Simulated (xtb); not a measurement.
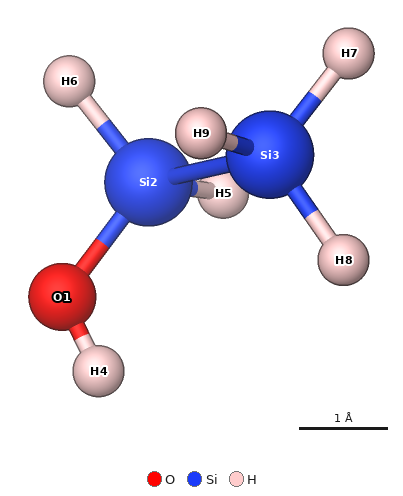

Figure 1. The input geometry (ball-and-stick view, seen at a tilt; atoms are numbered from 1 in the order of the input). Bond lengths as drawn: H–O 0.96 Å, H–Si 1.48 to 1.49 Å, O–Si 1.65 Å and Si–Si 2.35 Å.

# Si2H6O (charge +1): energy and gradient calculation

System: Si2H6O, charge +1, multiplicity 2.
Method: GFN1-xTB (xtb 6.7.1).

The geometry is that of the parent species in another charge or spin state. The geometry comes from this level: PBE0-D4/def2-TZVP.

Input (start.xyz):
```
9

O     -1.60900000     1.03990000    -0.76200000
Si     0.00480000     0.93310000    -0.41590000
Si     0.54420000    -1.03840000     0.73860000
H     -1.99660000     0.34140000    -1.29080000
H      0.83060000     0.99450000    -1.65780000
H      0.31140000     2.12520000     0.41300000
H      2.01290000    -1.10480000     0.97450000
H      0.14620000    -2.22820000    -0.06620000
H     -0.15600000    -1.10910000     2.04950000
```

File .CHRG:
```
1
```

File .UHF:
```
1
```

Launch command:
```bash
xtb --grad --gfn 1 -- start.xyz > start.out
```

The program's output:
```
* xtb version 6.7.1
   ID    Z sym.   atoms
    1    8 O      1
    2   14 Si     2, 3
    3    1 H      4-9

           -------------------------------------------------
          |                Calculation Setup                |
           -------------------------------------------------

          program call               : xtb --grad --gfn 1 -- start.xyz
          coordinate file            : start.xyz
          omp threads                :                     1

           -------------------------------------------------
          |                 G F N 1 - x T B                 |
           -------------------------------------------------

      * Hamiltonian:
        H0-scaling (s, p, d)           1.850000    2.250000    2.000000
        zeta-weighting                 0.000000
      * Dispersion:
        s8                             2.400000
        a1                             0.630000
        a2                             5.000000
        s9                             0.000000
      * Repulsion:
        kExp                           1.500000
        rExp                           1.000000
      * Coulomb:
        alpha                          2.000000
        third order                    atomic
        anisotropic                    false
      * Halogen bond correction:
        rad-scale                      1.300000
        damping                        0.440000

          ...................................................
          :                      SETUP                      :
          :.................................................:
          :  # basis functions                  36          :
          :  # atomic orbitals                  34          :
          :  # shells                           20          :
          :  # electrons                        19          :
          :  # halogen bonds                     0          :
          :  max. iterations                   250          :
          :  Hamiltonian                  GFN1-xTB          :
          :  restarted?                      false          :
          :  GBSA solvation                  false          :
          :  PC potential                    false          :
          :  electronic temp.          300.0000000     K    :
          :  accuracy                    1.0000000          :
          :  -> integral cutoff          0.2500000E+02      :
          :  -> integral neglect         0.1000000E-07      :
          :  -> SCF convergence          0.1000000E-05 Eh   :
          :  -> wf. convergence          0.2000000E-04 e    :
          :  Broyden damping             0.4000000          :
          :  net charge                          1          :
          :  unpaired electrons                  1          :
          ...................................................

 iter      E             dE          RMSdq      gap      omega  full diag
   1    -11.2368184 -0.112368E+02  0.612E+00    4.24       0.0  T
   2    -11.2838847 -0.470663E-01  0.316E+00    3.89       1.0  T
   3    -11.2846191 -0.734322E-03  0.823E-01    3.85       1.0  T
   4    -11.2860989 -0.147979E-02  0.294E-01    3.92       1.0  T
   5    -11.2868028 -0.703963E-03  0.826E-02    3.92       1.0  T
   6    -11.2868359 -0.330614E-04  0.328E-02    3.91       1.0  T
   7    -11.2868406 -0.476491E-05  0.142E-02    3.92       2.3  T
   8    -11.2868424 -0.171810E-05  0.197E-03    3.91      17.0  T
   9    -11.2868424 -0.116334E-07  0.974E-05    3.91     342.3  T
  10    -11.2868424 -0.911502E-10  0.111E-05    3.91    3004.9  T

   *** convergence criteria satisfied after 10 iterations ***

         #    Occupation            Energy/Eh            Energy/eV
      -------------------------------------------------------------
         1        2.0000           -0.9677604             -26.3341
       ...           ...                  ...                  ...
         4        2.0000           -0.7788926             -21.1947
         5        2.0000           -0.7447400             -20.2654
         6        2.0000           -0.7196557             -19.5828
         7        2.0000           -0.6578388             -17.9007
         8        2.0000           -0.6570997             -17.8806
         9        2.0000           -0.6478845             -17.6298
        10        1.0000           -0.5914502             -16.0942 (HOMO)
        11                         -0.4476575             -12.1814 (LUMO)
        12                         -0.4428121             -12.0495
        13                         -0.3948065             -10.7432
        14                         -0.3843931             -10.4599
        15                         -0.3724048             -10.1336
       ...                                ...                  ...
        34                          1.2724610              34.6254
      -------------------------------------------------------------
                  HL-Gap            0.1437927 Eh            3.9128 eV
             Fermi-level           -0.5696106 Eh          -15.4999 eV

 SCC (total)                   0 d,  0 h,  0 min,  0.019 sec
 SCC setup                      ...        0 min,  0.000 sec (  1.056%)
 Dispersion                     ...        0 min,  0.000 sec (  0.414%)
 classical contributions        ...        0 min,  0.000 sec (  0.177%)
 integral evaluation            ...        0 min,  0.005 sec ( 23.621%)
 iterations                     ...        0 min,  0.006 sec ( 30.864%)
 molecular gradient             ...        0 min,  0.008 sec ( 41.885%)
 printout                       ...        0 min,  0.000 sec (  1.780%)

         :::::::::::::::::::::::::::::::::::::::::::::::::::::
         ::                     SUMMARY                     ::
         :::::::::::::::::::::::::::::::::::::::::::::::::::::
         :: total energy             -11.211315114519 Eh    ::
         :: gradient norm              0.070199127360 Eh/a0 ::
         :: HOMO-LUMO gap              3.912798600437 eV    ::
         ::.................................................::
         :: SCC energy               -11.286842371719 Eh    ::
         :: -> electrostatic           0.118841004456 Eh    ::
         :: repulsion energy           0.078069174794 Eh    ::
         :: dispersion energy         -0.002541917594 Eh    ::
         :: halogen bond corr.         0.000000000000 Eh    ::
         :: add. restraining           0.000000000000 Eh    ::
         :: total charge               1.000000000000 e     ::
         :::::::::::::::::::::::::::::::::::::::::::::::::::::

           -------------------------------------------------
          |                Property Printout                |
           -------------------------------------------------

    * Orbital Energies and Occupations

         #    Occupation            Energy/Eh            Energy/eV
      -------------------------------------------------------------
         1        2.0000           -0.9677604             -26.3341
         2        2.0000           -0.8543505             -23.2481
         3        2.0000           -0.8224030             -22.3787
         4        2.0000           -0.7788926             -21.1947
         5        2.0000           -0.7447400             -20.2654
         6        2.0000           -0.7196557             -19.5828
         7        2.0000           -0.6578388             -17.9007
         8        2.0000           -0.6570997             -17.8806
         9        2.0000           -0.6478845             -17.6298
        10        1.0000           -0.5914502             -16.0942 (HOMO)
        11                         -0.4476575             -12.1814 (LUMO)
        12                         -0.4428121             -12.0495
        13                         -0.3948065             -10.7432
        14                         -0.3843931             -10.4599
        15                         -0.3724048             -10.1336
        16                         -0.3236909              -8.8081
        17                         -0.2890080              -7.8643
        18                         -0.2552177              -6.9448
        19                         -0.2464774              -6.7070
        20                         -0.2413216              -6.5667
        21                         -0.2384911              -6.4897
       ...                                ...                  ...
        34                          1.2724610              34.6254
      -------------------------------------------------------------
                  HL-Gap            0.1437927 Eh            3.9128 eV
             Fermi-level           -0.5696106 Eh          -15.4999 eV

  Mulliken/CM5 charges         n(s)   n(p)   n(d)
     1O    -0.45945 -0.63596   1.655  4.804  0.000
     2Si    0.53335  0.36211   1.260  1.420  0.787
     3Si    0.46810  0.22902   1.414  1.637  0.481
     4H     0.41695  0.59698   0.583  0.000  0.000
     5H     0.01796  0.10016   0.982  0.000  0.000
     6H     0.03652  0.12113   0.963  0.000  0.000
     7H    -0.00321  0.07675   1.003  0.000  0.000
     8H    -0.01034  0.06945   1.010  0.000  0.000
     9H     0.00013  0.08036   1.000  0.000  0.000

Wiberg/Mayer (AO) data.
largest (>0.10) Wiberg bond orders for each atom

 ---------------------------------------------------------------------------
     #   Z sym  total        # sym  WBO       # sym  WBO       # sym  WBO
 ---------------------------------------------------------------------------
     1   8 O    2.332 --     2 Si   1.482     4 H    0.784
     2  14 Si   4.053 --     1 O    1.482     5 H    0.851     6 H    0.851
                             3 Si   0.694
     3  14 Si   3.479 --     8 H    0.874     7 H    0.874     9 H    0.873
                             2 Si   0.694
     4   1 H    0.828 --     1 O    0.784
     5   1 H    0.989 --     2 Si   0.851
     6   1 H    0.986 --     2 Si   0.851
     7   1 H    0.990 --     3 Si   0.874
     8   1 H    0.991 --     3 Si   0.874
     9   1 H    0.991 --     3 Si   0.873
 ---------------------------------------------------------------------------

Topologies differ in total number of bonds
Writing topology from bond orders to xtbtopo.mol

 dipole moment from electron density (au)
     X       Y       Z
   0.2804  -0.5432  -0.2885  total (Debye):    1.718

           -------------------------------------------------
          | TOTAL ENERGY              -11.211315114519 Eh   |
          | GRADIENT NORM               0.070199127360 Eh/α |
          | HOMO-LUMO GAP               3.912798600437 eV   |
           -------------------------------------------------

------------------------------------------------------------------------
------------------------------------------------------------------------
 total:
 *  cpu-time:     0 d,  0 h,  0 min,  0.034 sec
 * ratio c/w:     0.999 speedup
 SCF:
 *  cpu-time:     0 d,  0 h,  0 min,  0.019 sec
 * ratio c/w:     0.998 speedup
```

Standard error:
```
normal termination of xtb
```

Results in brief:

- outcome: converged
- electrons treated: 19
- total energy: −11.211315 hartree
- dispersion energy: −0.002542 hartree
- basis functions: 36
- largest force: 2.278 eV/Å
- hardware: 1 thread of AMD EPYC 7571, 176 GiB of memory available, shared host
- peak memory: 0.069 GiB
